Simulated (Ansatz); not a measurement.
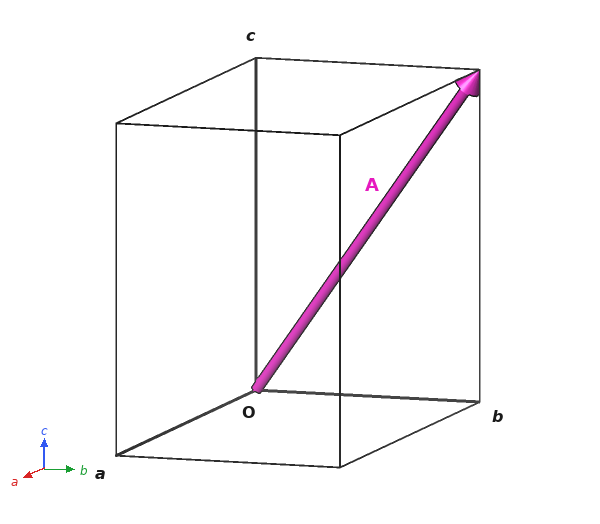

Crystal: Hf, coordinates from a relaxation with DFT PBE, scalar-relativistic, plane waves, PAW in Ansatz. The arrow starts at a corner of the unit cell and ends on its surface; where a tip isn't a corner, dashed lines run from it parallel to the axes. All values are computed from the atomic coordinates in the standard setting (tolerance 0.002 Å).

a = 3.205 Å, b = 3.205 Å, c = 5.068 Å, α = 90.00°, β = 90.00°, γ = 120.00°.

Give [uvw] of the arrow.

Arrow A runs from (0, 0, 0) to (0, 1, 1), so [0 1 1], in four indices [−1 2 −1 3].

How long is the vector ua + vb + wc?

5.996 Å.
